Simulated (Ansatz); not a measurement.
Consider Cl3GaH2Si (SMILES Cl[SiH2][Ga]([Cl])[Cl]).

Input

```
basis:
  gaussian:
    orbitals: def2-TZVPD
crystal:
  periodic: [false, false, false]
  atoms:
    - {symbol: Cl, position_ang: [-0.197682, 2.211350, -0.547365]}
    - {symbol: Cl, position_ang: [-0.783791, -2.390872, 1.404113]}
    - {symbol: Cl, position_ang: [-2.580475, 0.103050, 3.353619]}
    - {symbol: Ga, position_ang: [-1.751148, -0.448220, 1.425301]}
    - {symbol: Si, position_ang: [-1.880374, 0.986893, -0.530071]}
    - {symbol: H, position_ang: [-3.088826, 1.842518, -0.463172]}
    - {symbol: H, position_ang: [-1.886811, 0.172234, -1.768301]}
magnetization:
  spin_polarized: false
hamiltonian:
  xc: pbe0
output: {forces: true, orbitals: {seedname: orbitals}}
```

Command:

```sh
ansatz run input.yaml --threads 2 --pin off --max-ram 4350MiB --events-out events.jsonl --progress --plain --runs-dir runs
```

Geometry: B3LYP/6-31G*.

The calculation used isolated molecule in a Gaussian basis; Kohn-Sham density functional theory, functional PBE0 in Ansatz.

> What can the converged electron density and electron localisation function tell about the bonding?

Ga–Cl (2.17 Å): the density is about 0.7 e/Å³ at the midpoint; the ELF peaks at about 0.80 in the valence shell of Cl, 0.8 Å from its nucleus, and is about 0.60 at the midpoint.
Ga–Si (2.43 Å): ρ is about 0.54 e/Å³ halfway; the ELF peaks at about 0.95 between the atoms (a covalent bond).

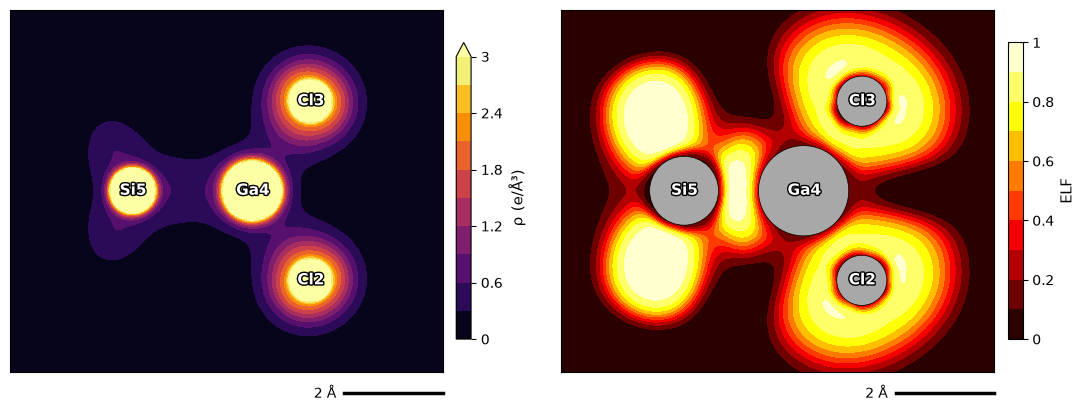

Computed electron density and electron localisation function on the plane of atoms Cl2, Ga4 and Cl3, in this order. Grey discs cover the atomic cores in the ELF map. 
